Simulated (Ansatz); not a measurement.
**BGeH (singlet): correlated methods under varied settings at distance B2–H3 = 2.568 Å**

What do other methods and options give for BGeH (singlet) at this geometry, and how long do they take?

Computed with Ansatz 0.2.0, Gaussian basis. Level: the settings change from run to run.

28 further runs of the same task are left out: 2 for a mislabelled method, 1 for a known fault of the program, 22 that didn't finish, 3 set aside as unsound or not needed.

## Step 1: What is computed

The geometry derives from a PBE0/def2-TZVP stationary point (not a proven minimum). One bond is set to the value named and the two fragments are kept rigid. No spin-orbit coupling is included. The filled d shell of Ge may be among the frozen orbitals whatever the setting's name suggests; the logs give the count.

3 atoms, charge 0, spin multiplicity 1.

Atoms are counted from 1 here; the program's logs count them from 0.

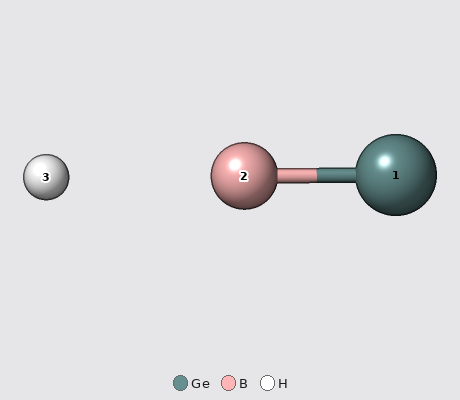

The structure; germanium teal, boron pink, hydrogen white; atoms are numbered from 1 in the order of the file.

## Step 2: CCSD on RHF/cc-pVTZ

File in.yaml:

```yaml
crystal:
  periodic: [false, false, false]
  atoms:
    - {symbol: Ge, position_ang: [0.000000, 0.000000, -2.164540]}
    - {symbol: B, position_ang: [0.000000, 0.000000, -0.201730]}
    - {symbol: H, position_ang: [0.000000, 0.000000, 2.366270]}
basis:
  gaussian: {orbitals: cc-pVTZ}
magnetization: {spin_polarized: false}
correlation: {method: ccsd, electrons: outside_noble_gas}
scf: {omitted_lower_state_checks: [cluster_reference]}
```

Run with:

```sh
ansatz run in.yaml --threads 1 --pin off --events-out ev --progress --plain --max-ram 2393MiB
```

Log (excerpt; [...] marks lines left out):

```text
Functional definition: HF
  name "HF"
  cite "Fock, Z. Phys. 61, 126 (1930) doi:10.1007/BF01340294"
  parent pbe
[...]
533 factors; integrals over basis functions are off by at most 1.6e-3 eV
[...]
mean field -57153.69889618 eV, -2100.3596942660 hartree, gradient 5.0e-6 eV, S^2 0.000000; 6 other end points of the search recorded, 0 dependent functions left out; unrestricted orbitals would lower it
15 core orbitals not correlated: weight in the atoms' cores, before any rotation towards them, 1.000 or more for the frozen orbitals, at most 0.000 for the correlated occupied ones
reference -57153.69889618 eV, -2100.3596942660 hartree; 4, 4 occupied and 68, 68 virtual orbitals, 533 factors
second order -5.19462050 eV of doubles, -0.00000000 eV of singles
cycle   1  -5.76492126 eV  change   -5.7e-1 eV  update   1.4e-1
[...]
cycle  16  -6.49490631 eV  change   -2.8e-6 eV  update   3.4e-6
Total energy: -57160.19380249 eV, -2100.5983776705 hartree
Checks for a lower state left out: cluster_reference
```

Wall time 2.5 s (1 thread of Arm Neoverse V2, shared host).

From the report: correlation -6.4949 eV; T1 0.038; largest double amplitude 0.35.

## Step 3: CISD/aug-cc-pVDZ

File in.yaml:

```yaml
crystal:
  periodic: [false, false, false]
  atoms:
    - {symbol: Ge, position_ang: [0.000000, 0.000000, -2.164540]}
    - {symbol: B, position_ang: [0.000000, 0.000000, -0.201730]}
    - {symbol: H, position_ang: [0.000000, 0.000000, 2.366270]}
basis:
  gaussian: {orbitals: aug-cc-pVDZ}
correlation: {active_space: {ras: {orbitals: [4, 0, 49], electrons: 8, max_holes: 2, max_particles: 2}, fixed_orbitals: true}}
```

Same command.

Log:

```text
Functional definition: HF
  name "HF"
  cite "Fock, Z. Phys. 61, 126 (1930) doi:10.1007/BF01340294"
  parent pbe
  exchange = exact_x
  correlation = 0
723 factors; integrals over basis functions are off by at most 8.6e-4 eV
mean field evaluation 1: about -57150.1962 eV, gradient 1.2e1 eV
mean field evaluation 2: about -57150.1967 eV, gradient 1.2e1 eV
mean field evaluation 4: about -57151.6681 eV, gradient 2.3e0 eV
mean field evaluation 8: about -57151.7631 eV, gradient 2.4e-1 eV
mean field evaluation 16: about -57146.3207 eV, gradient 2.4e-2 eV
mean field evaluation 32: about -57146.8308 eV, gradient 3.5e0 eV
mean field -57151.76395151 eV, -2100.2885863610 hartree, gradient 1.1e-6 eV, S^2 0.000000; 6 other end points of the search recorded, 0 dependent functions left out
reference -57151.76395151 eV, -2100.2885863610 hartree; 19, 19 occupied and 49, 49 virtual orbitals, 723 factors
state -57156.99488553 eV, -2100.4808196407 hartree
Total energy: -57156.99488553 eV, -2100.4808196407 hartree
```

Wall time 2.7 s (1 thread of Arm Neoverse V2, shared host).

From the report: 15,173 determinants.

## Step 4: BCCD on RHF/6-31G

File in.yaml:

```yaml
crystal:
  periodic: [false, false, false]
  atoms:
    - {symbol: Ge, position_ang: [0.000000, 0.000000, -2.164540]}
    - {symbol: B, position_ang: [0.000000, 0.000000, -0.201730]}
    - {symbol: H, position_ang: [0.000000, 0.000000, 2.366270]}
basis:
  gaussian: {orbitals: 6-31G, point_charges: [{charge: -1.00, position_ang: [3.581, 0.713, 0.907]}]}
magnetization: {spin_polarized: false}
correlation: {method: bccd, electrons: outside_noble_gas, diis_vectors: 2}
accuracy: high
```

Same command.

Log (excerpt; [...] marks lines left out):

```text
Functional definition: HF
  name "HF"
  cite "Fock, Z. Phys. 61, 126 (1930) doi:10.1007/BF01340294"
  parent pbe
[...]
677 factors; integrals over basis functions are off by at most 3.8e-9 eV
[...]
mean field -57143.16178994 eV, -2099.9724627539 hartree, gradient 2.0e-8 eV, S^2 0.000000; 8 other end points of the search recorded, 0 dependent functions left out; unrestricted orbitals would lower it
[...]
determinant -57143.16178994 eV, -2099.9724627539 hartree, with singles and doubles -57147.91374039 eV, -2100.1470937120 hartree
determinant -57142.84331605 eV, -2099.9607590544 hartree, with singles and doubles -57147.58779244 eV, -2100.1351153460 hartree
determinant -57143.16178994 eV, -2099.9724627539 hartree, with singles and doubles -57147.92644025 eV, -2100.1475604233 hartree
determinant -57142.84331605 eV, -2099.9607590544 hartree, with singles and doubles -57147.59906109 eV, -2100.1355294612 hartree
unrestricted determinant -57145.63797876 eV, -2100.0634610146 hartree, S^2 1.8895
15 core orbitals not correlated: weight in the atoms' cores, before any rotation towards them, 0.999 or more for the frozen orbitals, at most 0.001 for the correlated occupied ones
reference -57143.16178994 eV, -2099.9724627539 hartree; 4, 4 occupied and 21, 21 virtual orbitals, 677 factors
second order -3.28029092 eV of doubles, -0.00000000 eV of singles
cycle   1  -4.75681538 eV  change    7.8e-3 eV  update   4.5e-2
[...]
cycle  80  -4.74447484 eV  change  -1.6e-10 eV  update  8.6e-10
WARN: the results are in doubt because among natural orbitals full CI differs from the method by -0.116 eV
Total energy: -57147.90626478 eV, -2100.1468189885 hartree
In doubt: among natural orbitals full CI differs from the method by -0.116 eV
```

Run time: 7 s. Hardware: 1 thread of Arm Neoverse V2, shared host.

From the report: correlation -4.7445 eV; largest double amplitude 0.35. Mind the lines of doubt at the end of the log.

## Step 5: CISD/def2-mTZVP

File in.yaml:

```yaml
crystal:
  periodic: [false, false, false]
  atoms:
    - {symbol: Ge, position_ang: [0.000000, 0.000000, -2.164540]}
    - {symbol: B, position_ang: [0.000000, 0.000000, -0.201730]}
    - {symbol: H, position_ang: [0.000000, 0.000000, 2.366270]}
basis:
  gaussian: {orbitals: def2-mTZVP}
correlation: {active_space: {ras: {orbitals: [4, 0, 39], electrons: 8, max_holes: 2, max_particles: 2}, fixed_orbitals: true}}
```

The command is unchanged.

Log:

```text
Functional definition: HF
  name "HF"
  cite "Fock, Z. Phys. 61, 126 (1930) doi:10.1007/BF01340294"
  parent pbe
  exchange = exact_x
  correlation = 0
548 factors; integrals over basis functions are off by at most 8.9e-4 eV
mean field evaluation 1: about -57150.6715 eV, gradient 1.3e1 eV
mean field evaluation 2: about -57150.6741 eV, gradient 1.3e1 eV
mean field evaluation 4: about -57152.3607 eV, gradient 3.0e0 eV
mean field evaluation 8: about -57152.4648 eV, gradient 1.9e-1 eV
mean field evaluation 16: about -57151.8785 eV, gradient 9.3e0 eV
mean field evaluation 32: about -57152.4656 eV, gradient 2.0e-6 eV
mean field -57152.46563404 eV, -2100.3143727183 hartree, gradient 2.8e-6 eV, S^2 0.000000; 5 other end points of the search recorded, 0 dependent functions left out
reference -57152.46563404 eV, -2100.3143727183 hartree; 19, 19 occupied and 39, 39 virtual orbitals, 548 factors
state -57157.57639237 eV, -2100.5021896227 hartree
Total energy: -57157.57639237 eV, -2100.5021896227 hartree
```

Run time: 1.7 s. Hardware: 1 thread of Arm Neoverse V2, shared host.

From the report: 9,931 determinants.

## Step 6: CCSDT(Q)/B on RHF/STO-3G

File in.yaml:

```yaml
crystal:
  periodic: [false, false, false]
  atoms:
    - {symbol: Ge, position_ang: [0.000000, 0.000000, -2.164540]}
    - {symbol: B, position_ang: [0.000000, 0.000000, -0.201730]}
    - {symbol: H, position_ang: [0.000000, 0.000000, 2.366270]}
basis:
  gaussian: {orbitals: STO-3G}
magnetization: {spin_polarized: false}
correlation: {method: ccsdt_q_b, electrons: valence}
```

The command is unchanged.

Log (excerpt; [...] marks lines left out):

```text
Functional definition: HF
  name "HF"
  cite "Fock, Z. Phys. 61, 126 (1930) doi:10.1007/BF01340294"
  parent pbe
[...]
306 factors; integrals over basis functions are off by at most 4.6e-8 eV
[...]
mean field -56496.12999442 eV, -2076.1944828425 hartree, gradient 1.1e-6 eV, S^2 0.000000; 6 other end points of the search recorded, 0 dependent functions left out; unrestricted orbitals would lower it
[...]
determinant -56496.12999442 eV, -2076.1944828425 hartree, with singles and doubles -56502.31443174 eV, -2076.4217567223 hartree
determinant -56490.05095524 eV, -2075.9710822732 hartree, with singles and doubles -56497.70850944 eV, -2076.2524921998 hartree
[...]
unrestricted determinant -56500.62451169 eV, -2076.3596533058 hartree, S^2 1.9435
10 core orbitals not correlated: weight in the atoms' cores, before any rotation towards them, 1.000 or more for the frozen orbitals, at most 0.000 for the correlated occupied ones
reference -56496.12999442 eV, -2076.1944828425 hartree; 9, 9 occupied and 5, 5 virtual orbitals, 306 factors
second order -4.21837099 eV of doubles, -0.00000000 eV of singles
cycle   1  -4.17484022 eV  change    -1.3e0 eV  update   1.7e-1
[...]
cycle  40  -6.50733057 eV  change    3.3e-7 eV  update   1.2e-6
perturbative correction -0.00747951 eV, -0.0002748671 hartree
WARN: these amplitudes may be one of several solutions (largest doubles amplitude 0.55, level shift 5.76 eV)
Total energy: -56502.64480451 eV, -2076.4338976974 hartree
```

It took 2.6 s on 1 thread of Arm Neoverse V2, shared host.

From the report: correlation -6.5148 eV; T1 0.023; largest double amplitude 0.55. The report flags that the cluster equations may have other roots.

## Step 7: BCCD on RHF/pcseg-2

in.yaml: that of step 6 with these lines changed.

```diff
@@ -7,4 +7,5 @@
 basis:
-  gaussian: {orbitals: STO-3G}
+  gaussian: {orbitals: pcseg-2}
 magnetization: {spin_polarized: false}
-correlation: {method: ccsdt_q_b, electrons: valence}
+correlation: {method: bccd, electrons: outside_noble_gas}
+output: {forces: true}
```

The command is unchanged.

Log (excerpt; [...] marks lines left out):

```text
Functional definition: HF
  name "HF"
  cite "Fock, Z. Phys. 61, 126 (1930) doi:10.1007/BF01340294"
  parent pbe
[...]
548 factors; integrals over basis functions are off by at most 1.8e-3 eV
[...]
mean field -57152.87069816 eV, -2100.3292585504 hartree, gradient 2.0e-6 eV, S^2 0.000000; 5 other end points of the search recorded, 0 dependent functions left out; unrestricted orbitals would lower it
determinant -57152.87069816 eV, -2100.3292585504 hartree, with singles and doubles -57159.35923555 eV, -2100.5677079013 hartree
determinant -57147.48532509 eV, -2100.1313497404 hartree, with singles and doubles -57155.11105638 eV, -2100.4115901963 hartree
determinant -57152.87069816 eV, -2100.3292585504 hartree, with singles and doubles -57159.24428368 eV, -2100.5634834979 hartree
[...]
unrestricted determinant -57155.40911284 eV, -2100.4225435691 hartree, S^2 1.9071
15 core orbitals not correlated: weight in the atoms' cores, before any rotation towards them, 1.000 or more for the frozen orbitals, at most 0.000 for the correlated occupied ones
reference -57152.87069816 eV, -2100.3292585504 hartree; 4, 4 occupied and 68, 68 virtual orbitals, 548 factors
second order -5.07227723 eV of doubles, -0.00000000 eV of singles
cycle   1  -6.35169722 eV  change    2.2e-2 eV  update   4.5e-2
[...]
cycle  15  -6.35338402 eV  change   -2.5e-7 eV  update   1.1e-6
WARN: the results are in doubt because among natural orbitals full CI differs from the method by -0.108 eV
[...]
Total energy: -57159.22408219 eV, -2100.5627411068 hartree
Atom 0 at     0.000000     0.000000    -2.164540 Å, force     0.000000    -0.000000    -0.674987 eV/Å
Atom 1 at     0.000000     0.000000    -0.201730 Å, force     0.000000     0.000000     2.330294 eV/Å
Atom 2 at     0.000000     0.000000     2.366270 Å, force    -0.000000     0.000000    -1.655307 eV/Å
Dipole moment:    -0.000000    -0.000000    -0.253484 e Å
In doubt: among natural orbitals full CI differs from the method by -0.108 eV
```

Wall time 18 s (1 thread of Arm Neoverse V2, shared host); peak memory 0.29 GiB.

From the report: correlation -6.3534 eV; largest double amplitude 0.33. Mind the lines of doubt at the end of the log.

## Step 8: CCSDT/STO-3G

in.yaml: that of step 7 with these lines changed.

```diff
@@ -7,5 +7,5 @@
 basis:
-  gaussian: {orbitals: pcseg-2}
+  gaussian: {orbitals: STO-3G}
 magnetization: {spin_polarized: false}
-correlation: {method: bccd, electrons: outside_noble_gas}
-output: {forces: true}
+hamiltonian: {xc: {name: B3LYP}}
+correlation: {method: ccsdt, electrons: all}
```

Same command.

Log (excerpt; [...] marks lines left out):

```text
Functional definition: B3LYP
  name "B3LYP"
  cite "Stephens, Devlin, Chabalowski & Frisch, J. Phys. Chem. 98, 11623 (1994) doi:10.1021/j100096a001"
  cite "Becke, Phys. Rev. A 38, 3098 (1988) doi:10.1103/PhysRevA.38.3098"
  cite "Lee, Yang & Parr, Phys. Rev. B 37, 785 (1988) doi:10.1103/PhysRevB.37.785"
  cite "Vosko, Wilk & Nusair, Can. J. Phys. 58, 1200 (1980) doi:10.1139/p80-159"
[...]
306 factors; integrals over basis functions are off by at most 4.6e-8 eV
[...]
mean field -56538.22564648 eV, -2077.7414695225 hartree, gradient 5.6e-7 eV, S^2 0.000000; 10 other end points of the search recorded, 0 dependent functions left out; unrestricted orbitals would lower it
unrestricted determinant -56500.62451169 eV, -2076.3596533058 hartree, S^2 1.9435
reference -56494.86427040 eV, -2076.1479683430 hartree; 19, 19 occupied and 5, 5 virtual orbitals, 306 factors
second order -4.92954646 eV of doubles, -1.08136669 eV of singles
cycle   1  -5.00631188 eV  change   -9.8e-1 eV  update   1.8e-1
[...]
cycle  37  -7.79265526 eV  change    1.2e-6 eV  update   1.1e-6
WARN: these amplitudes may be one of several solutions (largest doubles amplitude 0.56, level shift 6.56 eV)
Total energy: -56502.65692566 eV, -2076.4343431416 hartree
```

Run time: 14 s. Hardware: 1 thread of Arm Neoverse V2, shared host; peak memory 0.3 GiB.

From the report: correlation -7.7927 eV; T1 0.035; largest double amplitude 0.56. The orbitals are Kohn-Sham ones, so correlation energy and T1 don't compare with those on Hartree-Fock orbitals. The report flags that the cluster equations may have other roots.

## Step 9: NEVPT4(SD)(4,7)/STO-3G

File in.yaml:

```yaml
crystal:
  periodic: [false, false, false]
  atoms:
    - {symbol: Ge, position_ang: [0.000000, 0.000000, -2.164540]}
    - {symbol: B, position_ang: [0.000000, 0.000000, -0.201730]}
    - {symbol: H, position_ang: [0.000000, 0.000000, 2.366270]}
basis:
  gaussian: {orbitals: STO-3G, point_charges: [{charge: -1.00, position_ang: [4.078, 0.846, -0.273]}]}
correlation: {method: fic_nevpt4_sd, electrons: valence, active_space: {window: {electrons: 4, orbitals: 7}}}
```

Same command.

Log (excerpt; [...] marks lines left out):

```text
Functional definition: HF
  name "HF"
  cite "Fock, Z. Phys. 61, 126 (1930) doi:10.1007/BF01340294"
  parent pbe
[...]
246 factors; integrals over basis functions are off by at most 8.3e-5 eV
[...]
mean field -56496.42779056 eV, -2076.2054266488 hartree, gradient 2.8e-6 eV, S^2 0.000000; 6 other end points of the search recorded, 0 dependent functions left out; unrestricted orbitals would lower it
reference -56496.42779056 eV, -2076.2054266488 hartree; 19, 19 occupied and 5, 5 virtual orbitals, 246 factors
state -56501.41741226 eV, -2076.3887918642 hartree
state -56501.41741226 eV, -2076.3887918642 hartree; corrected -56502.67763133 eV, -2076.4351040611 hartree
Total energy: -56502.67763133 eV, -2076.4351040611 hartree
```

It took 0.96 s on 1 thread of Arm Neoverse V2, shared host.

From the report: 441 determinants; active occupations 1.44, 1.42, 0.56, 0.38, 0.17, 0.04, 0.00.

## Step 10: CASCI(8,4)/cc-pVDZ

File in.yaml:

```yaml
crystal:
  periodic: [false, false, false]
  atoms:
    - {symbol: Ge, position_ang: [0.000000, 0.000000, -2.164540]}
    - {symbol: B, position_ang: [0.000000, 0.000000, -0.201730]}
    - {symbol: H, position_ang: [0.000000, 0.000000, 2.366270]}
basis:
  gaussian: {orbitals: cc-pVDZ}
correlation: {active_space: {window: {electrons: 8, orbitals: 4}, fixed_orbitals: true}}
output: {forces: true}
```

Launched as before.

Log (excerpt; [...] marks lines left out):

```text
Functional definition: HF
  name "HF"
  cite "Fock, Z. Phys. 61, 126 (1930) doi:10.1007/BF01340294"
  parent pbe
[...]
504 factors; integrals over basis functions are off by at most 1.0e-3 eV
[...]
mean field -57151.66506126 eV, -2100.2849522113 hartree, gradient 2.0e-6 eV, S^2 0.000000; 7 other end points of the search recorded, 0 dependent functions left out
reference -57151.66506126 eV, -2100.2849522113 hartree; 19, 19 occupied and 27, 27 virtual orbitals, 504 factors
state -57151.66506126 eV, -2100.2849522113 hartree
[...]
Total energy: -57151.66506126 eV, -2100.2849522113 hartree
Atom 0 at     0.000000     0.000000    -2.164540 Å, force     0.000000     0.000000    -0.356209 eV/Å
Atom 1 at     0.000000     0.000000    -0.201730 Å, force    -0.000000    -0.000000     3.362767 eV/Å
Atom 2 at     0.000000     0.000000     2.366270 Å, force    -0.000000    -0.000000    -3.006558 eV/Å
Dipole moment:    -0.000000    -0.000000    -0.500773 e Å
```

Wall time 1.2 s (1 thread of Arm Neoverse V2, shared host).

From the report: 1 determinant; active occupations 2.00, 2.00, 2.00, 2.00. With so small a space the active step adds no correlation: the energy is the mean field's.

## Step 11: All runs side by side

 † marks a result that the program doubts.

| level | correlated | functions | energy (eV) | time |
| --- | --- | --- | --- | --- |
| CCSD on RHF/cc-pVTZ | outside noble gas | 87 | -57160.1938 | 2.5 s |
| CISD/aug-cc-pVDZ | outside noble gas | 68 | -57156.9949 | 2.7 s |
| BCCD on RHF/6-31G (beside a point charge) † | outside noble gas | 40 | -57147.9063 | 7 s |
| CISD/def2-mTZVP | outside noble gas | 58 | -57157.5764 | 1.7 s |
| CCSDT(Q)/B on RHF/STO-3G † | valence | 24 | -56502.6448 | 2.6 s |
| BCCD on RHF/pcseg-2 † | outside noble gas | 87 | -57159.2241 | 18 s |
| CCSDT/STO-3G (on B3LYP orbitals) † | all | 24 | -56502.6569 | 14 s |
| NEVPT4(SD)(4,7)/STO-3G (beside a point charge) | valence | 24 | -56502.6776 | 0.96 s |
| CASCI(8,4)/cc-pVDZ |  | 46 | -57151.6651 | 1.2 s |

## Step 12: What came out

| quantity | value |
| --- | --- |
| runs | 9 |
| quickest | NEVPT4(SD)(4,7)/STO-3G (beside a point charge), 0.96 s |
| slowest | BCCD on RHF/pcseg-2 †, 18 s |

In words: Total energies in different bases, with other cores or another treatment of relativity can't be set against each other. BCCD on RHF/pcseg-2 † took 19 times as long as NEVPT4(SD)(4,7)/STO-3G (beside a point charge); the jobs differ in more than the method.
